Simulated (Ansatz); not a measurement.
**I···H6Si2 (doublet): density, localisation and related maps**

```xyz
9

I    -1.9433   -1.7567   -0.2423
Si   -0.2606    0.7391   -0.9621
Si    0.5746   -0.4552    1.0013
H    -1.5728    1.4011   -0.7949
H     0.7873    1.8072   -0.9464
H    -0.1395    0.0163   -2.2470
H    -0.3022   -0.4153    2.1920
H     1.1301   -1.8009    0.7398
H     1.7262    0.4644    1.2597
```

The product side of a reaction path; geometry: PBE0-D4/def2-TZVP; a saddle point, not a minimum; core potentials replace the inner electrons of I.

Level of theory: UKS PBE0-D4/def2-TZVPP (Ansatz).

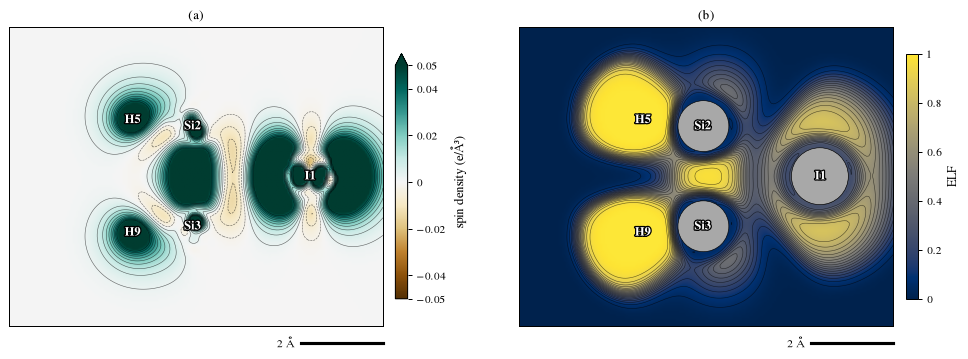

Figure 1. (a) spin density (α minus β); (b) ELF on the plane of atoms Si2, Si3 and H9. Grey discs cover the atomic cores in the ELF map.

### Read the bonding off the picture.

Atoms in the plane: I, Si and H.
Si2···I1 (3.09 Å): the ELF peaks at about 0.55 in the valence shell of I, 1.2 Å from its nucleus, and is about 0.35 at the midpoint.
Si–Si (2.45 Å): the ELF peaks at about 1 between the atoms; a covalent bond.
Si–I (3.09 Å): the ELF peaks at about 0.55 in the valence shell of I, 1.2 Å from its nucleus, and is about 0.35 at the midpoint.
Si–H (1.50 Å): the ELF climbs to about 1 towards the hydrogen, as it does in any bond to H.
The unpaired spin (1 electron) lies mostly on I1 (about 0.6), Si2 (about 0.1) and Si3 (about 0.1), in electrons by Hirshfeld's partition.

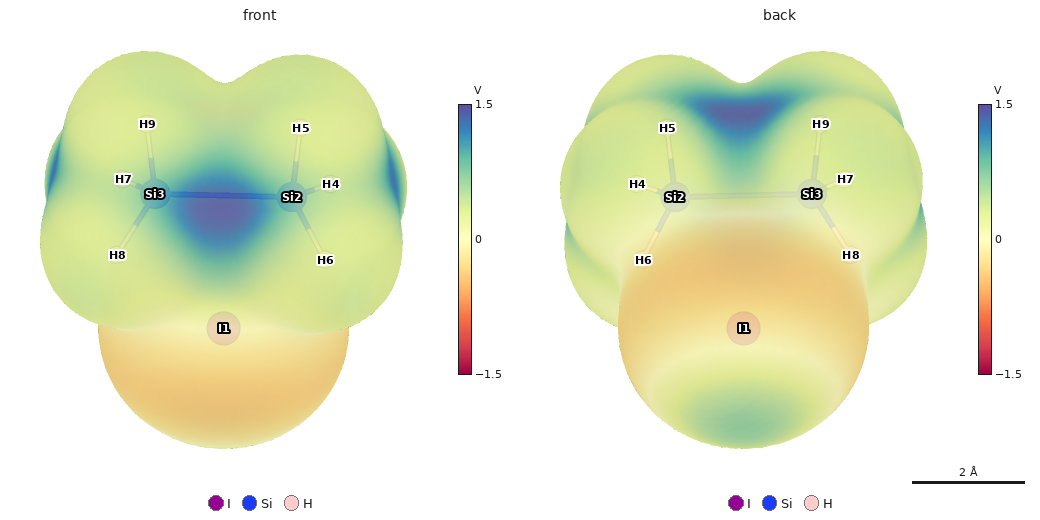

Figure 2. The molecular electrostatic potential painted on the density surface at 0.002 e/bohr³, seen from the front and from behind; the colour scale runs from red (negative) to blue (positive).

### Which sites attract a positive test charge, and which a negative one?

A positive charge is drawn to the negative regions and a negative charge to the positive ones. The most negative region (about −0.4 V, or −9 kcal/mol for a unit charge) lies over I1, the most positive (about +1.4 V, or +32 kcal/mol for a unit charge) over Si2 and Si3.

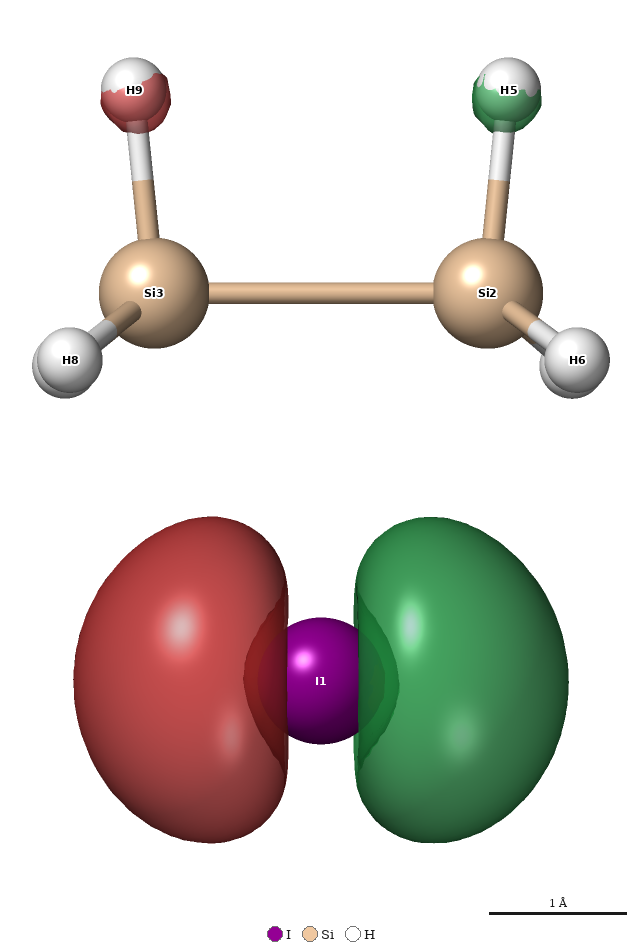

Figure 3. The HOMO (β) at ±0.15 Å⁻³ᐟ² (green and red are the two phases), seen across its widest extent.

### What is the character of this orbital?

By Hirshfeld shares it lies mainly on I1 (about 85 %); largely a lone pair of I1. Its energy is −7.41 eV.

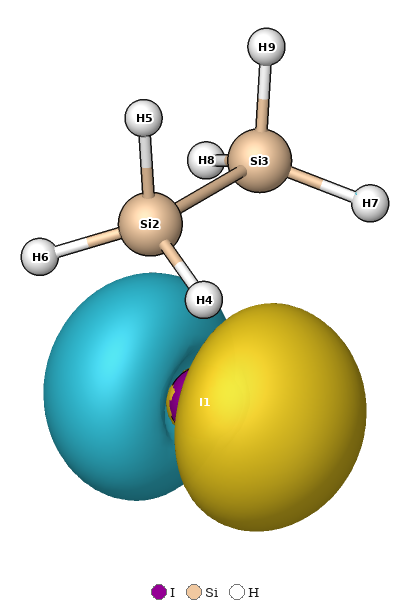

Figure 4. The HOMO−1 (β) at ±0.1 Å⁻³ᐟ² (yellow and cyan are the two phases), seen at an oblique angle.

### Describe this orbital and give its energy.

It lies mainly on I1 (about 95 %); largely a lone pair of I1. Its energy is −7.44 eV.
